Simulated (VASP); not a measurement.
Band structure of TlBr (CsCl type). Computed with revPBE GGA, VASP's PBE PAW potentials (set 64) (plane waves; VASP).

Unless said otherwise, spin-orbit coupling is left out, though it shifts the bands of the heavy elements here.

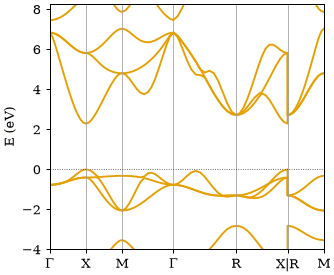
Figure. Bands along high-symmetry lines, zero at the valence-band maximum or, without a gap, the Fermi level

Q: Read the plot: is there a gap, and where are the band edges?

A: The gap is direct, 2.29 eV, from the valence maximum at X to the conduction minimum at X. (Edges off the drawn lines would not show.)

The compound is TlBr in the CsCl type structure. It was relaxed first, which changed the volume by +13 %.
